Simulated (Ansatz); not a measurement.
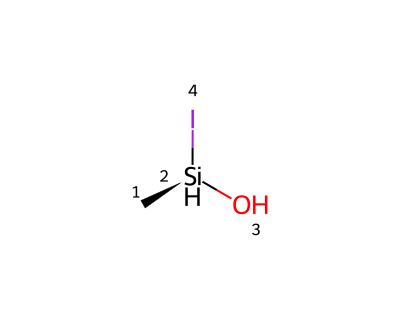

A structural formula, with wedges where it has stereocentres; small numbers name the atoms. The configuration is that of a computed structure (PBE-D4/def2-SVP).

What are the Cahn–Ingold–Prelog descriptors?

Answer. Si2: R.

Give a SMILES with the stereochemistry.

Answer. C[Si@H](O)I
